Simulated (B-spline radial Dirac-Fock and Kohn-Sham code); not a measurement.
# An X-ray data sheet for Tc¹⁸⁺, step by step

What does theory give for Tc¹⁸⁺? The session works out its X-ray form factor and Compton profile, the binding energy of each subshell, how cheaper methods do for the levels and its two-hole states.

Method: a free atom or ion on a radial basis; each step names its model; computed with B-spline radial Dirac-Fock and Kohn-Sham code, version 2.

## Step 1: The system

Technetium as Tc¹⁸⁺, 1s2 2s2 2p6 3s2 3p6 3d7.

- nuclear charge: 43
- electrons: 25
- mass number: 97
- nuclear rms radius: 4.4112 fm

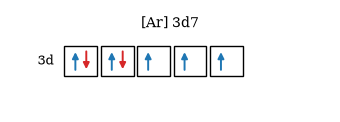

The shells outside the core; arrows follow Hund's rule for the drawing alone (heavy ions are jj-coupled), while the calculation averages over the configuration.

## Step 2: Form factor and Compton profile

Model: Dirac-Fock average of configuration, finite nucleus; form factor of the spherical density, Waller-Hartree incoherent function, impulse-approximation Compton profiles.

Settings, as recorded:

```ini
task = scatter
Z = 43
charge = 18
configuration = 1s2 2s2 2p6 3s2 3p6 3d7
mass_number = 97
rms_radius = 4.4112  # fm
s = [0.0, 0.05, 0.1, 0.15, 0.2, 0.25, 0.3, 0.35, 0.4, 0.45, 0.5, 0.6, 0.7, 0.8, 0.9, 1.0, 1.1, 1.2, 1.4, 1.6, 1.8, 2.0, 2.5, 3.0, 3.5, 4.0, 5.0, 6.0]  # 1/A
pz = [0, 0.1, 0.14, 0.2, 0.27, 0.38, 0.54, 0.75, 1.1, 1.5, 2.1, 2.9, 4.0, 5.6, 7.9, 11.0, 15.0, 22.0, 30.0, 42.0, 59.0]  # a.u.
photon_energy = [1000, 2000, 17479.3, 30000, 100000, 200000, 500000, 1000000]  # eV
```

## Step 3: Binding energies

Model: Dirac-Fock average of configuration, Delta-SCF, finite nucleus, first-order Breit with its frequency dependence, self-energy and vacuum polarisation.

The run's settings:

```ini
task = binding
```

## Step 4: The levels by Dirac LDA

Model: Dirac-Kohn-Sham LDA (Slater exchange, VWN correlation), finite nucleus, spherical and without spin polarisation.

Recorded inputs:

```ini
task = binding-ladder
method = lda,vwn
relativity = dirac
```

## Step 5: Two holes

Model: Dirac-Fock average of configuration, Delta-SCF, finite nucleus, first-order Breit with its frequency dependence, self-energy and vacuum polarisation; two-hole levels by intermediate coupling within the shell, Auger rates as independent-particle Coulomb matrix elements.

Recorded inputs:

```ini
task = double
```

## Step 6: The levels by non-relativistic HF

Model: non-relativistic Hartree-Fock, average of configuration, point nucleus.

Recorded inputs:

```ini
task = binding-ladder
method = hf
relativity = nr
```

(Steps that only read results are left out.)

Q: Predict the outcome of this session. Wanted: rms radius of the electron cloud; form factor halves at; Compton profile at zero; deepest level listed, K; least bound, M4,5; Kα1; Dirac LDA, K: eigenvalue / ΔSCF; largest U, K K; Kα hypersatellite shift.

**Answer**, as computed:

| quantity | value |
| --- | --- |
| rms radius of the electron cloud | 0.331 bohr |
| form factor halves at | 1.0 1/Å |
| Compton profile at zero | 1.757 1/a.u. |
| deepest level listed, K (1s) | 21629.8 eV |
| least bound, M4,5 (3d) | 776.8 eV |
| Kα1 | 18376.1 eV |
| ionisation energy, NIST (theoretical) | 773.000 eV |
| Dirac LDA, K: eigenvalue / ΔSCF | 21385.0 / 21682.4 eV |
| largest U, K K | 696.4 eV |
| Kα hypersatellite shift | +489.1 eV |
| strongest line of K-L123 | L2L3, J = 2, 14849.5 eV |
| non-relativistic HF, 1s: eigenvalue / ΔSCF | 21180.7 / 21141.0 eV |

f falls from 25 to half of that at s = 1.0 1/Å. Incoherent scattering outweighs coherent from 200 keV on, among the energies asked. For K (1s), relaxation takes off 41.8 eV, Breit terms shift it by -39.35 and QED by -19.57 eV. NIST's ionisation energy differs by -3.84 eV from the least binding energy; the calculation averages open shells over their j components and terms. Dirac LDA misses the K level by -1.1 % with its eigenvalue and by +0.2 % with ΔSCF, so total-energy differences mend most of the error. Two holes repel most in K K, by 696.4 eV, and least in M2 M3, by 54.66 eV. An empty K shell moves Kα up by 489 eV. In the K-L123 Auger group the L2L3 J = 2 line carries 45 % of the rate. Non-relativistic HF misses the 1s level by -2.1 % with its eigenvalue and by -2.3 % with ΔSCF, as relativity is missing. The Hartree-Fock and Dirac-Fock values hold no electron correlation.
